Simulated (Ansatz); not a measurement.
**ZrTi3N4: a trial structure relaxed**

Aim: relax a trial structure of ZrTi3N4 and see where it ends, then test the end with a random kick.

Computed with Ansatz 0.2.0 (DFT PBE, scalar-relativistic, plane waves, PAW, unless a step's input says otherwise).

## Step 1: The system as given

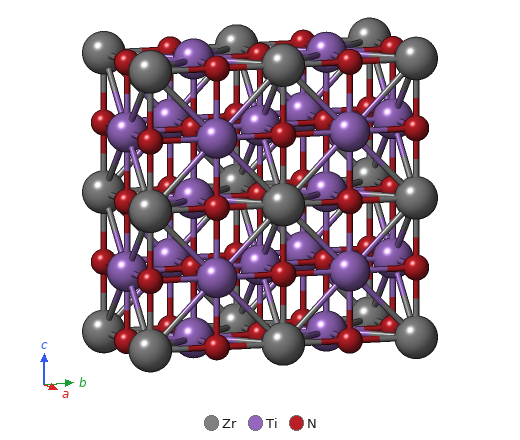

The starting structure, seen slightly off an axis (zirconium grey, titanium purple, nitrogen red). 1×2×2 cells are drawn. Atoms on the faces are drawn again on the opposite ones.

Coordinates:

```cif
data_structure
_symmetry_space_group_name_H-M 'P 1'
_symmetry_Int_Tables_number 1
_cell_length_a 4.3563
_cell_length_b 4.3563
_cell_length_c 4.3563
_cell_angle_alpha 90.000
_cell_angle_beta 90.000
_cell_angle_gamma 90.000
_cell_volume 82.67
loop_
_atom_site_label
_atom_site_type_symbol
_atom_site_fract_x
_atom_site_fract_y
_atom_site_fract_z
_atom_site_occupancy
Zr1 Zr 0.00000 0.00000 0.00000 1
Ti1 Ti 0.50000 0.50000 0.00000 1
Ti2 Ti 0.00000 0.50000 0.50000 1
Ti3 Ti 0.50000 0.00000 0.50000 1
N1 N 0.00000 0.00000 0.50000 1
N2 N 0.50000 0.00000 0.00000 1
N3 N 0.00000 0.50000 0.00000 1
N4 N 0.50000 0.50000 0.50000 1
```

The start is the relaxed end of an invented cell (made as: elements ordered on the sites of the ZrN type, Ti/Zr on Zr (Pm-3m, No. 221)), taken up again for a closer look.

## Step 2: A first look at the guess

input.yaml

```yaml
crystal:
  lattice:
    - [4.3562792, 0.0, 0.0]
    - [0.0, 4.3562792, 0.0]
    - [0.0, 0.0, 4.3562792]
  atoms:
    - { symbol: Zr, position: [0.0, 0.0, 0.0] }
    - { symbol: Ti, position: [0.5, 0.5, 0.0] }
    - { symbol: Ti, position: [0.0, 0.5, 0.5] }
    - { symbol: Ti, position: [0.5, 0.0, 0.5] }
    - { symbol: "N", position: [0.0, 0.0, 0.5] }
    - { symbol: "N", position: [0.5, 0.0, 0.0] }
    - { symbol: "N", position: [0.0, 0.5, 0.0] }
    - { symbol: "N", position: [0.5, 0.5, 0.5] }
basis:
  ecutwfc: 420
kpoints:
  mp_grid: { grid: [4, 4, 4] }
hamiltonian:
  xc: pbe
scf:
  occupations: { method: gaussian, width: 0.1 }
  lower_state_search: "off"
output:
  forces: true
  stress: true
  eigenvalues: true
```

Started as:

```bash
> ansatz run input.yaml --threads 4 --pin off --max-ram 8192MiB --backend cpu --events-out ev --progress --plain --runs-dir out
```

What it wrote (excerpt; [...] marks lines left out):

```text
Warning: RAYON_NUM_THREADS=4 ignored (pool sized by the plan → 4); use --threads N
[...]
Pseudopotentials: kind: paw
Pseudopotential: Zr, paw, valence charge 12, recommended cutoff 420 eV (normal), Zr.paw.azcp
Pseudopotential: Ti, paw, valence charge 12, recommended cutoff 420 eV (normal), Ti.paw.azcp
Pseudopotential: N, paw, valence charge 5, recommended cutoff 420 eV (normal), N.paw.azcp
Functional definition: PBE
[...]
Crystal: 8 atoms, lattice volume = 82.670 Å³
Basis set: ecut = 420 eV, 1575 PW (Γ), exchange–correlation on 60×60×60 points (8 copies of the dense FFT grid, shifted against one another)
Bands: 42, of which v1, the nominal top of the filled ones, is band 34 counted from 1 (33 counted from 0)
Symmetry: 48 space group operations
Space group: Pm-3m (ITA 221), of the structure as read, at distance tolerance 4.4e-5 Å
k-points: 10 of 64
[...]
SCF iter   1: F=—  HF=-13232.156760 eV  |F-HF|=—  |Δ(HF+E_count)|=         —  Δρ=2.64e-3  dr2=8.11e-3  ethr=1.77e-3  ⟨swp⟩=4.3  Hψ=1508  notcnv=0
[...]
SCF iter   6: F=-13232.154052 eV  HF=-13232.154052 eV  |F-HF|=1.60e-9  |Δ(HF+E_count)|=   1.48e-8  Δρ=3.14e-6  dr2=6.58e-9  ethr=1.47e-10  ⟨swp⟩=8.4  Hψ=1456  notcnv=0
[...]
SCF converged after 6 iterations
Free energy (F): -13232.154052 eV
[...]
E sigma→0 (E₀):  -13232.144748 eV
Entropy (-TS):   -0.018608 eV (-2.326 meV/atom)
Fermi energy:    16.807786 eV
[...]
--- Forces (eV/Å), atoms counted from 1 ---
  atom   1  Zr    -0.00000000     0.00000000    -0.00000000
  atom   2  Ti     0.00000000    -0.00000000    -0.00000000
  atom   3  Ti     0.00000000    -0.00000000     0.00000000
  atom   4  Ti     0.00000000    -0.00000000     0.00000000
  atom   5  N      0.00000000     0.00000000    -0.00000000
  atom   6  N     -0.00000000    -0.00000000    -0.00000000
  atom   7  N      0.00000000     0.00000000    -0.00000000
  atom   8  N      0.00000000    -0.00000000    -0.00000000
[...]
--- Stress (GPa, compression-positive) ---
       -0.076043      -0.000000      -0.000000
       -0.000000      -0.076043       0.000000
        0.000000       0.000000      -0.076043
  P = ⅓ Tr σ = -0.0760 GPa (-0.760 kbar)
--- Band table (eV; the first three rows and the last of 10) ---
[...]
```

Run time: 0.76 s. Hardware: 4 threads of Arm Neoverse V1, shared host; peak memory 0.41 GiB.

The probe gives pressure -0.1 GPa, largest force 0.00 eV/Å, gap on this mesh none (metal). The coarse relaxation is skipped.

## Step 3: Spin check on a coarse mesh

input.yaml, as its differences from that of step 2:

```diff
@@ -7,5 +7,5 @@
     - { symbol: Zr, position: [0.0, 0.0, 0.0] }
-    - { symbol: Ti, position: [0.5, 0.5, 0.0] }
-    - { symbol: Ti, position: [0.0, 0.5, 0.5] }
-    - { symbol: Ti, position: [0.5, 0.0, 0.5] }
+    - { symbol: Ti, position: [0.5, 0.5, 0.0], spin: 1.0 }
+    - { symbol: Ti, position: [0.0, 0.5, 0.5], spin: 1.0 }
+    - { symbol: Ti, position: [0.5, 0.0, 0.5], spin: 1.0 }
     - { symbol: "N", position: [0.0, 0.0, 0.5] }
@@ -27 +27,4 @@
   eigenvalues: true
+  populations: true
+magnetization:
+  spin_polarized: true
```

Started as:

```bash
> ansatz run input.yaml --threads 4 --pin off --max-ram 8192MiB --backend cpu --events-out ev --progress --plain --runs-dir out
```

What it wrote (excerpt; [...] marks lines left out):

```text
[...]
SCF converged after 16 iterations
Magnetization: -0.0000 μB (34.0000 up, 34.0000 down)
Absolute magnetization: 0.0000 μB (∫|ρ↑−ρ↓|, with the PAW one-centre terms)
Spin contamination: 0.0000 ħ² per cell (⟨S²⟩ above its minimum at these occupations)
[...]
Free energy (F): -13232.154052 eV
[...]
E sigma→0 (E₀):  -13232.144748 eV
Entropy (-TS):   -0.018608 eV (-2.326 meV/atom)
Fermi energy:    16.807775 eV
[...]
--- Forces (eV/Å), atoms counted from 1 ---
  atom   1  Zr    -0.00000000    -0.00000000     0.00000000
  atom   2  Ti    -0.00000000     0.00000000     0.00000000
  atom   3  Ti     0.00000000     0.00000000     0.00000000
  atom   4  Ti    -0.00000000    -0.00000000    -0.00000000
  atom   5  N      0.00000000    -0.00000000     0.00000000
  atom   6  N      0.00000000    -0.00000000     0.00000000
  atom   7  N      0.00000000     0.00000000     0.00000000
  atom   8  N      0.00000000    -0.00000000    -0.00000000
[...]
--- Stress (GPa, compression-positive) ---
       -0.075907      -0.000000       0.000000
       -0.000000      -0.075907       0.000000
        0.000000       0.000000      -0.075907
  P = ⅓ Tr σ = -0.0759 GPa (-0.759 kbar)
--- Band table (eV; the first three rows and the last of 20) ---
[...]
--- Löwdin populations: 8 sites ---
  site symbol       q [e]    m [muB]
     0     Zr     11.2838    -0.0000
     1     Ti     11.1177    -0.0000
     2     Ti     11.1177    -0.0000
     3     Ti     11.1177    -0.0000
     4      N      5.7593     0.0000
     5      N      5.7593     0.0000
     6      N      5.7593     0.0000
     7      N      5.8245     0.0000
  spilling = 0.003834 (of n_electrons = 68.000000)
```

Wall time 2.7 s (4 threads of Arm Neoverse V1, shared host); peak memory 0.44 GiB.

Site by site:

```
atom  Löwdin electrons
 Zr1             11.28
 Ti2             11.12
 Ti3             11.12
 Ti4             11.12
  N5              5.76
  N6              5.76
  N7              5.76
  N8              5.82
```

The Löwdin counts miss 0.26 of the 68 electrons, which the atomic orbitals do not span, so they are no charges.

The same cell is solved with trial moments on Ti. The largest site moment that stays is 0.00 μB and the cell's total 0.00 μB. The workflow keeps spin only above 0.25 μB on a site, so the next run goes without spin.

## Step 4: Final relaxation

input.yaml

```yaml
crystal:
  lattice:
    - [4.3562792, 0.0, 0.0]
    - [0.0, 4.3562792, 0.0]
    - [0.0, 0.0, 4.3562792]
  atoms:
    - { symbol: Zr, position: [0.0, 0.0, 0.0] }
    - { symbol: Ti, position: [0.5, 0.5, 0.0] }
    - { symbol: Ti, position: [0.0, 0.5, 0.5] }
    - { symbol: Ti, position: [0.5, 0.0, 0.5] }
    - { symbol: "N", position: [0.0, 0.0, 0.5] }
    - { symbol: "N", position: [0.5, 0.0, 0.0] }
    - { symbol: "N", position: [0.0, 0.5, 0.0] }
    - { symbol: "N", position: [0.5, 0.5, 0.5] }
basis:
  ecutwfc: 420
kpoints:
  mp_grid: { grid: [10, 10, 10] }
hamiltonian:
  xc: pbe
scf:
  occupations: { method: gaussian, width: 0.1 }
output:
  forces: true
  stress: true
  eigenvalues: true
relax:
  adjacent_minimum: "off"
  f_tol: 0.01
  max_steps: 80
  cell: { stress_tol: 0.05 }
```

Started as:

```bash
> ansatz run input.yaml --threads 4 --pin off --max-ram 8192MiB --backend cpu --events-out ev --progress --plain --runs-dir out
```

What it wrote (excerpt; [...] marks lines left out):

```text
Warning: RAYON_NUM_THREADS=4 ignored (pool sized by the plan → 4); use --threads N
[...]
[... 5 set-up lines as earlier in the session ...]
[...]
Crystal: 8 atoms, lattice volume = 82.670 Å³
Basis set: ecut = 420 eV, 1575 PW (Γ), exchange–correlation on 60×60×60 points (8 copies of the dense FFT grid, shifted against one another)
Bands: 42, of which v1, the nominal top of the filled ones, is band 34 counted from 1 (33 counted from 0)
[... 2 set-up lines as earlier in the session ...]
k-points: 56 of 1000
[...]
  atom   8  N      0.00000000     0.00000000    -0.00000000
[...]
--- Stress (GPa, compression-positive) ---
       -0.000074       0.000000       0.000000
        0.000000      -0.000074       0.000000
        0.000000       0.000000      -0.000074
  P = ⅓ Tr σ = -0.0001 GPa (-0.001 kbar)
--- Band table (eV; the first three rows and the last of 56) ---
[...]
--- Relaxed structure (1 steps of the walk, 1 accepted, 1 SCFs on fresh bases) ---
  F+E_penalty+E_count = -13232.13013598 eV   max|allowed force component| = 3.760e-29 eV/Å   (the final SCF, on the basis selected at the relaxed cell)
  cell:  # Å, volume = 82.6698 Å³
    - [4.3562792, 0.0, 0.0]
    - [0.0, 4.3562792, 0.0]
    - [0.0, 0.0, 4.3562792]
  atoms:
    - { symbol: Zr, position: [0.0, 0.0, 0.0] }
    - { symbol: Ti, position: [0.5, 0.5, 0.0] }
    - { symbol: Ti, position: [0.0, 0.5, 0.5] }
    - { symbol: Ti, position: [0.5, 0.0, 0.5] }
    - { symbol: N, position: [0.0, 0.0, 0.5] }
    - { symbol: N, position: [0.5, 0.0, 0.0] }
    - { symbol: N, position: [0.0, 0.5, 0.0] }
    - { symbol: N, position: [0.5, 0.5, 0.5] }
```

It took 7.2 s on 4 threads of Arm Neoverse V1, shared host; peak memory 0.53 GiB.

Step by step:

```csv
step,energy from step 1 (eV/cell),largest force component (eV/Å),pressure (GPa),volume (Å³)
1,0.0000,0.0000,0.00,82.67
2,0.0000,0.0000,0.00,82.67
```

Step 1 is the start. Step 2 repeats the geometry before it on a plane-wave basis chosen anew for that cell, so its energy need not be comparable with the rows above.

|  | before | after | change |
| --- | --- | --- | --- |
| a (Å) | 4.356 | 4.356 | 0.0 % |
| b (Å) | 4.356 | 4.356 | 0.0 % |
| c (Å) | 4.356 | 4.356 | 0.0 % |
| volume (Å³/atom) | 10.33 | 10.33 | 0.0 % |
| shortest distance (Å) | 2.178 | 2.178 | 0.0 % |
| space group (0.01 Å) | Pm-3m | Pm-3m | same |

Forces and stress were held to the start's 48 operations: a distortion of lower symmetry was not tested.

## Step 5: Variant: occupations.width 0.025

input.yaml, as its differences from that of step 4:

```diff
@@ -21,7 +21,7 @@
 scf:
-  occupations: { method: gaussian, width: 0.1 }
+  occupations: { method: gaussian, width: 0.025 }
 output:
   forces: true
+  eigenvalues: true
   stress: true
-  eigenvalues: true
 relax:
```

Started as:

```bash
> ansatz run input.yaml --threads 4 --pin off --max-ram 8192MiB --backend cpu --events-out ev --progress --plain --runs-dir out
```

What it wrote (excerpt; [...] marks lines left out):

```text
Warning: RAYON_NUM_THREADS=4 ignored (pool sized by the plan → 4); use --threads N
[...]
[... 5 set-up lines as earlier in the session ...]
[...]
Crystal: 8 atoms, lattice volume = 82.670 Å³
Basis set: ecut = 420 eV, 1575 PW (Γ), exchange–correlation on 60×60×60 points (8 copies of the dense FFT grid, shifted against one another)
Bands: 42, of which v1, the nominal top of the filled ones, is band 34 counted from 1 (33 counted from 0)
[... 2 set-up lines as earlier in the session ...]
k-points: 56 of 1000
[...]
  atom   8  N      0.00000000    -0.00000000    -0.00000000
[...]
--- Stress (GPa, compression-positive) ---
       -0.022230       0.000000       0.000000
       -0.000000      -0.022230       0.000000
        0.000000       0.000000      -0.022230
  P = ⅓ Tr σ = -0.0222 GPa (-0.222 kbar)
--- Band table (eV; the first three rows and the last of 56) ---
[...]
--- Relaxed structure (1 steps of the walk, 1 accepted, 1 SCFs on fresh bases) ---
  F+E_penalty+E_count = -13232.12068628 eV   max|allowed force component| = 4.513e-29 eV/Å   (the final SCF, on the basis selected at the relaxed cell)
  cell:  # Å, volume = 82.6698 Å³
    - [4.3562792, 0.0, 0.0]
    - [0.0, 4.3562792, 0.0]
    - [0.0, 0.0, 4.3562792]
  atoms:
    - { symbol: Zr, position: [0.0, 0.0, 0.0] }
    - { symbol: Ti, position: [0.5, 0.5, 0.0] }
    - { symbol: Ti, position: [0.0, 0.5, 0.5] }
    - { symbol: Ti, position: [0.5, 0.0, 0.5] }
    - { symbol: N, position: [0.0, 0.0, 0.5] }
    - { symbol: N, position: [0.5, 0.0, 0.0] }
    - { symbol: N, position: [0.0, 0.5, 0.0] }
    - { symbol: N, position: [0.5, 0.5, 0.5] }
```

Wall time 7 s (4 threads of Arm Neoverse V1, shared host); peak memory 0.53 GiB.

| run | ending | energy change | pressure (GPa) | gap (eV) | force (eV/Å) | cycles | time |
| --- | --- | --- | --- | --- | --- | --- | --- |
| step 4 | converged | 0 | 0.0 | 0.00 | 0.00 | - | 7.2 s |
| variant | converged | +0.2 meV/atom (σ→0) | 0.0 | 0.00 | 0.00 | - | 7 s |

Changing the smearing hardly moves the energy: +0.2 meV/atom.

## Step 6: Kick test: the unmoved cell on a coarse mesh

input.yaml, as its differences from that of step 4:

```diff
@@ -17,3 +17,3 @@
 kpoints:
-  mp_grid: { grid: [10, 10, 10] }
+  mp_grid: { grid: [6, 6, 6] }
 hamiltonian:
@@ -21,3 +21,4 @@
 scf:
-  occupations: { method: gaussian, width: 0.1 }
+  occupations: { method: gaussian, width: 0.2 }
+  lower_state_search: "off"
 output:
@@ -26,6 +27 @@
   eigenvalues: true
-relax:
-  adjacent_minimum: "off"
-  f_tol: 0.01
-  max_steps: 80
-  cell: { stress_tol: 0.05 }
```

Started as:

```bash
> ansatz run input.yaml --threads 4 --pin off --max-ram 8192MiB --backend cpu --events-out ev --progress --plain --runs-dir out
```

What it wrote (excerpt; [...] marks lines left out):

```text
[...]
SCF converged after 6 iterations
Free energy (F): -13232.107367 eV
[...]
E sigma→0 (E₀):  -13232.062473 eV
Entropy (-TS):   -0.089789 eV (-11.224 meV/atom)
Fermi energy:    16.864579 eV
[...]
--- Forces (eV/Å), atoms counted from 1 ---
  atom   1  Zr    -0.00000000     0.00000000     0.00000000
  atom   2  Ti     0.00000000    -0.00000000     0.00000000
  atom   3  Ti     0.00000000    -0.00000000     0.00000000
  atom   4  Ti     0.00000000    -0.00000000    -0.00000000
  atom   5  N      0.00000000     0.00000000    -0.00000000
  atom   6  N     -0.00000000    -0.00000000     0.00000000
  atom   7  N     -0.00000000     0.00000000     0.00000000
  atom   8  N      0.00000000     0.00000000    -0.00000000
[...]
--- Stress (GPa, compression-positive) ---
        0.285027       0.000000       0.000000
        0.000000       0.285027       0.000000
        0.000000       0.000000       0.285027
  P = ⅓ Tr σ = 0.2850 GPa (2.850 kbar)
--- Band table (eV; the first three rows and the last of 20) ---
[...]
```

Wall time 1.2 s (4 threads of Arm Neoverse V1, shared host); peak memory 0.44 GiB.

The cell holds 8 atoms.

(Part 1 of 2 ends here.)
